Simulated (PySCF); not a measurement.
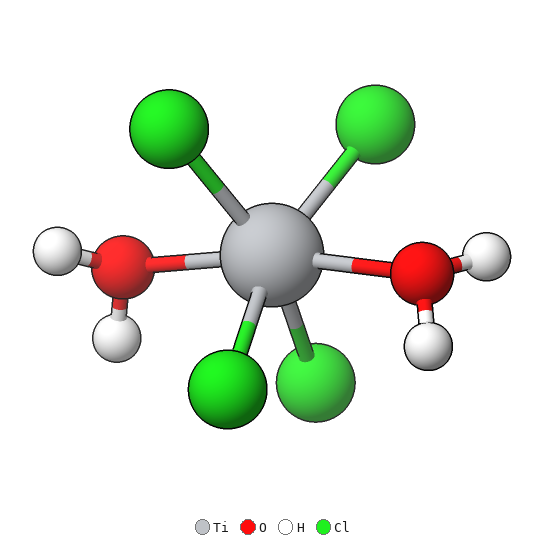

A molecule with one transition-metal atom. The species is neutral and a spin singlet. Computed geometry: PBE0-D3(BJ)/def2-SVP optimisation. No frequency run is at hand to confirm it as a minimum.

Describe the coordination sphere.

Answer. Ti binds 6 atoms: 2 O at 2.11 Å, 4 Cl at 2.25–2.28 Å.

Give the formal oxidation state and the d-electron count.

Answer. Ti(IV), d⁰, counting the ligands as closed-shell ions or neutral donors.
